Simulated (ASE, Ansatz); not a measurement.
# Relaxing random hcp alloy of Hf and Zr (288 atoms), part 2 of 2

How does random hcp alloy of Hf and Zr (288 atoms) relax, and what do bonds, charges and levels look like afterwards?

Ansatz 0.2.0; Kohn-Sham DFT, PBE, PAW (set soft_2), plane waves.

The cell: 180 Zr and 108 Hf. The host structure and its lattice constant were typed by rule, without a check against the phase diagram. Only the Γ point is sampled, in a cell whose shortest periodic width is 17 Å. The levels lack spin–orbit coupling.

So far. Step 3 (Relaxation): The relaxation changed the energy by -5.07 meV/atom, and atoms moved by 0.042 Å r.m.s., 0.089 Å at most.

## 5. Single point at the relaxed geometry

The electronic structure is read at the final geometry, in a run of its own.

Input file input.yaml:

```yaml
crystal:
  lattice:
    - [19.3086, 0.0, 0.0]
    - [-9.6543, 16.72174, 0.0]
    - [0.0, 0.0, 20.444]
  atoms:
    - { symbol: Zr, position: [0.00047, 0.00075, 0.99965] }
    - { symbol: Zr, position: [0.05593, 0.11277, 0.12573] }
    - { symbol: Hf, position: [0.00081, 0.00085, 0.25038] }
    - { symbol: Zr, position: [0.0563, 0.1111, 0.37542] }
    - { symbol: Hf, position: [0.00054, 0.99975, 0.50036] }
    - { symbol: Zr, position: [0.05532, 0.11156, 0.62405] }
    - { symbol: Hf, position: [0.00031, 0.00087, 0.75007] }
    - { symbol: Hf, position: [0.05536, 0.11158, 0.87509] }
    - { symbol: Hf, position: [0.99975, 0.16614, 0.00049] }
    - { symbol: Hf, position: [0.05616, 0.27749, 0.12509] }
    - { symbol: Zr, position: [0.99964, 0.16676, 0.25076] }
    - { symbol: Hf, position: [0.05572, 0.27903, 0.37484] }
    - { symbol: Zr, position: [0.99924, 0.16733, 0.49949] }
    - { symbol: Hf, position: [0.05484, 0.27764, 0.62457] }
    - { symbol: Zr, position: [0.99948, 0.1658, 0.74936] }
    - { symbol: Zr, position: [0.05507, 0.27673, 0.87551] }
    - { symbol: Zr, position: [0.99898, 0.33192, 0.99989] }
    - { symbol: Zr, position: [0.05536, 0.44416, 0.12479] }
    - { symbol: Zr, position: [0.0, 0.33274, 0.24981] }
    - { symbol: Zr, position: [0.05496, 0.44364, 0.37605] }
    - { symbol: Hf, position: [0.99908, 0.33286, 0.50049] }
    - { symbol: Zr, position: [0.05596, 0.44506, 0.62466] }
    - { symbol: Zr, position: [0.9992, 0.33352, 0.74931] }
    - { symbol: Zr, position: [0.05542, 0.44436, 0.87395] }
    - { symbol: Zr, position: [0.99918, 0.50049, 0.00073] }
    - { symbol: Hf, position: [0.05556, 0.6107, 0.1249] }
    - { symbol: Zr, position: [0.99817, 0.49847, 0.24953] }
    - { symbol: Zr, position: [0.05414, 0.60931, 0.37537] }
    - { symbol: Hf, position: [0.99869, 0.4988, 0.49991] }
    - { symbol: Hf, position: [0.05481, 0.61077, 0.62481] }
    - { symbol: Hf, position: [0.99975, 0.50034, 0.7497] }
    - { symbol: Zr, position: [0.05584, 0.61188, 0.87492] }
    [... 250 atom lines left out ...]
    - { symbol: Zr, position: [0.83259, 0.83384, 0.24998] }
    - { symbol: Zr, position: [0.89037, 0.94684, 0.37449] }
    - { symbol: Zr, position: [0.83472, 0.83468, 0.50038] }
    - { symbol: Hf, position: [0.8897, 0.94614, 0.62547] }
    - { symbol: Zr, position: [0.83443, 0.83432, 0.74961] }
    - { symbol: Zr, position: [0.88902, 0.94558, 0.87433] }
kpoints:
  mp_grid: { grid: [1, 1, 1] }
hamiltonian:
  xc: pbe
scf:
  occupations: { method: cold, width: 0.15 }
output:
  forces: true
  stress: true
  populations: true
  dos:
    method: { smearing: { sigma: 0.08 } }
    de: 0.1
    projected: { site_lists: { Hf: [Hf], Zr: [Zr] } }
  eigenvalues: true
  write_density: true
  write_potential: true
  volumetric_format: npy
  elf: true
```

Launch:

```bash
> ansatz run input.yaml --threads 32 --pin off --max-ram 143360MiB --backend cuda --events-out ev --progress --plain --runs-dir out
```

Numbers of over 12 decimals in the logs are rounded to 6 here.

Log:

```text
[...]
GPU FFT provider: cuFFT
GPU libraries: cuBLAS 13.8.1, cuFFT 12.4.0, cuSOLVER 12.3.2
[...]
Crystal: 288 atoms, lattice volume = 6600.824 Å³
Basis set: ecut = 420 eV, 128883 PW (Γ), exchange–correlation on 270×270×288 points (8 copies of the dense FFT grid, shifted against one another)
Bands: 2981, of which v1, the nominal top of the filled ones, is band 2484 counted from 1 (2483 counted from 0)
Symmetry: 1 space group operations
[...]
k-points: 1
[...]
GPU buffer pool allocated for 2624400 grid points (all kernels)
[...]
SCF iter   1: F=—  HF=-2450995.377663 eV  |F-HF|=—  |Δ(HF+E_count)|=         —  Δρ=3.73e-3  dr2=4.35e0  ethr=1.77e-3  ⟨swp⟩=4.0  Hψ=8849  notcnv=0
[...]
SCF iter  10: F=-2450995.367891 eV  HF=-2450995.367891 eV  |F-HF|=6.10e-8  |Δ(HF+E_count)|=   3.45e-8  S|Δr|=    0.00e0  Δρ=7.33e-7  dr2=7.06e-8  ethr=2.01e-12  ⟨swp⟩=15.0  Hψ=29943  notcnv=0
SCF 1 converged in 10 iterations: F = -2450995.367891 eV  dr2 = 7.06e-8
[...]
SCF converged after 10 iterations
[...]
Free energy (F): -2450995.367891 eV
[...]
Internal energy: -2450994.146665 eV  (E = F + TS)
E sigma→0 (E₀):  -2450994.960816 eV
Entropy (-TS):   -1.221226 eV (-4.240 meV/atom)
Fermi energy:    16.249048 eV
[...]
--- Forces (eV/Å), atoms counted from 1 ---
[... 288 lines of forces left out ...]
  max |Σ_I F_I| component: 7.27e-6 eV/Å
--- Stress (GPa, compression-positive) ---
        0.152199       0.008749       0.006304
        0.008749       0.155541      -0.000235
        0.006304      -0.000235       1.222198
  P = ⅓ Tr σ = 0.5100 GPa (5.100 kbar)
--- Band table (eV) ---
[... left out ...]
--- Löwdin populations: 288 sites ---
  site symbol       q [e]
[... 288 lines, one an atom, left out ...]
  spilling = 0.004351 (of n_electrons = 4968.000000)
```

It took 12 s on 1 × NVIDIA GB200 with 32 threads of Arm Neoverse V2, shared host; peak memory 5.4 GiB; 42 s of CPU time.

That memory is the host's; the program planned up to 39.8 GiB on the GPU.

Read from the output:

```yaml
free_energy: -2450995.3679 eV
free_energy_per_atom: -8510.4006 eV/atom
scf_cycles: 10
pressure: 0.51 GPa
r_m_s_force_component: 0.00198 eV/Å
longest_force: 0.00968 eV/Å
fermi_energy: 16.25 eV
levels_partly_filled_by_over_2_per_cent: 68
spilling_of_the_projection: 0.004351
```

Löwdin charges by element (they lack the spilled electrons, 0.075 e an atom on average):

```
element  coordination  atoms  mean charge (e)  spread   least    most
     Hf           all    108            0.082  0.0066  0.0637  0.0986
     Zr           all    180           0.0709  0.0061  0.0569  0.0875
```

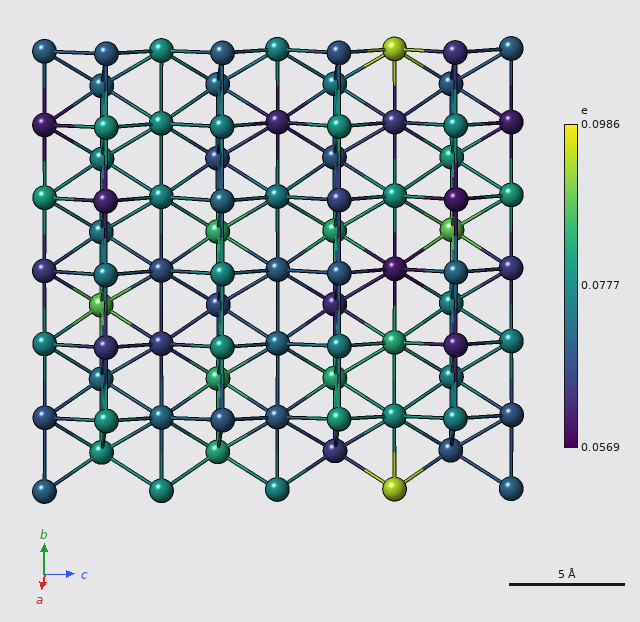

Atoms coloured by Löwdin charge. Drawn is a slice 4 Å thick, seen along the normal of the bc plane.

States in the cell by windows of 1 eV, zero at the Fermi level; some projections on atomic orbitals stand beside the total:

```
from (eV)  to (eV)  total   Zr d   Hf d  Zr s  Hf s
      -10       -7    0.0    0.0    0.0   0.0   0.0
       -7       -6    3.4    0.0    0.0   1.6   1.7
       -6       -5   35.3    0.9    0.6  16.3  16.6
       -5       -4   48.5    5.4    3.6  16.0  21.9
       -4       -3  125.5   37.3   23.6  35.7  25.9
       -3       -2  283.2  139.7   83.6  41.3  12.9
       -2       -1  307.7  175.7  100.4  15.8   5.5
       -1        0  332.9  194.0  106.2  10.4   4.9
        0        1  487.5  282.4  149.4  17.8   9.5
```

The curve was stored every 0.10 eV, coarse against its broadening of 0.08 eV, so these counts are rough.

Between -26 and -10 eV lie 1512 more states.

About 2320 of the 4968 electrons lie in deeper levels, below the stored range.

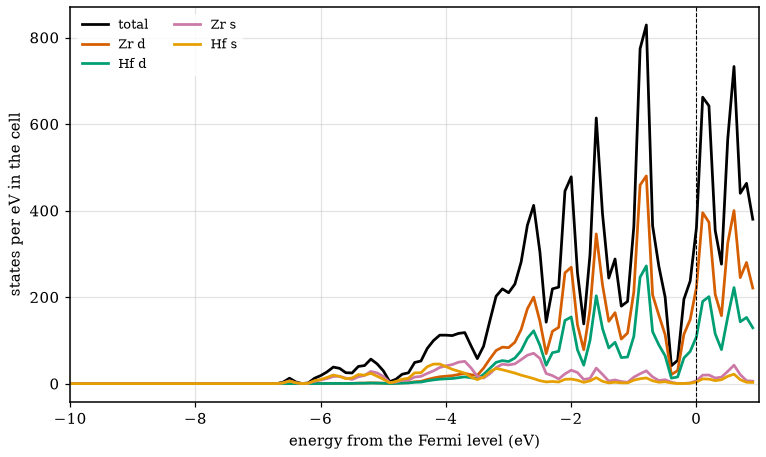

Total and projected density of states, with the broadening of the input.

Not all projections were asked for or kept, so they needn't add up to the total.

The levels nearest the highest filled one (over half full), pooled over k-points and spins:

```
level less the highest filled one (eV)  occupation
                               -0.0299        1.34
                               -0.0278        1.32
                                -0.015        1.20
                               -0.0073        1.12
                               -0.0022        1.07
                                     0        1.05
                                0.0059       0.987
                                0.0104       0.944
                                0.0116       0.932
                                0.0159       0.891
                                0.0181        0.87
                                0.0215       0.839
```

Mean Löwdin charges: Hf +0.08, Zr +0.07 e (they miss 0.44 % of the electrons, so they add up to more than the cell's charge). Among metals such projection charges depend strongly on the orbitals used and are no measure of ionicity. Within 0.4 eV of the Fermi level the largest share is Zr d (63 % of the projected weight).

The surroundings of Zr262, picked at random, nearest first, numbered as they follow in the input and with coordinates relative to it.

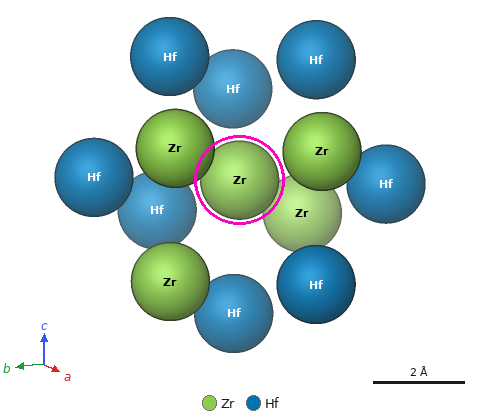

The atoms of the table, within 3.2 Å (arrows a, b, c point along x, y, z); some may hide others; the central atom is ringed.

```
 atom      x      y      z  distance (Å)  bonds  Löwdin charge (e)
Zr262   0.00   0.00   0.00          0.00     12               0.06
 Hf31   1.60   0.94   2.54          3.14     12               0.10
Hf263   0.01  -1.87   2.54          3.15     12               0.08
Hf271  -1.63   0.93   2.54          3.16     12               0.08
 Hf29   1.59   0.91  -2.57          3.16     12               0.08
Zr269  -1.61   0.92  -2.57          3.17     12               0.07
Hf261   0.03  -1.86  -2.57          3.17     12               0.07
Zr206  -1.59  -2.78  -0.01          3.20     12               0.07
 Hf30   1.59   2.78  -0.02          3.21     12               0.09
 Zr22   3.21   0.01  -0.02          3.21     12               0.07
Hf270  -1.61   2.79   0.00          3.22     12               0.10
Zr214  -3.23   0.02  -0.01          3.23     12               0.07
Hf254   1.61  -2.80  -0.03          3.23     12               0.08
```

The column of bonds counts only the pairs Zr-Zr within 3.62 Å, Zr-Hf within 3.62 Å, Hf-Hf within 3.62 Å; other neighbours, such as metal atoms beside each other in a compound, aren't counted, and periodic images can show an atom twice.

## 6. Summary of results

```yaml
energy_change_in_the_relaxation: -5.071 meV/atom
r_m_s_displacement: 0.042 Å
largest_displacement: 0.089 Å
free_energy_per_atom: -8510.4006 eV/atom
density: 8.98 g/cm³
pressure: 0.51 GPa
r_m_s_force_component: 0.00198 eV/Å
wall_time_of_the_3_dft_runs: 45 s
```

In words: Relaxation lowers the energy by 5.07 meV/atom and moves atoms by 0.042 Å r.m.s.; the r.m.s. force component goes from 0.16 to 0.0020 eV/Å, the pressure goes from 0.55 to 0.51 GPa. By the final cutoffs no bond was broken or made. The r.m.s. move is of the size of the random displacements put into the start (0.035 Å r.m.s. in three dimensions). From the first step to the last the energy fell by 1.460 eV, and the largest move was 0.09 Å (Zr222). The Hf-Hf bonds change most in mean length: from 3.189 Å (spread 0.041) to 3.177 Å (spread 0.034). Counting bonds as in the table, all Hf atoms have 12 and all Zr atoms have 12 bonded neighbours. 68 levels are partly filled, by over 2 % (at Γ alone), as in a metal.

[Logs are printed without paths, hosts, clocks, repeated set-up lines and the standing remarks that a program may print on its own settings, such as how far it seeks lower states.]

[Hosts, paths, dates, database ids (printed as entryN), source tags and the programs' standing remarks are cut or masked in the printed files.]
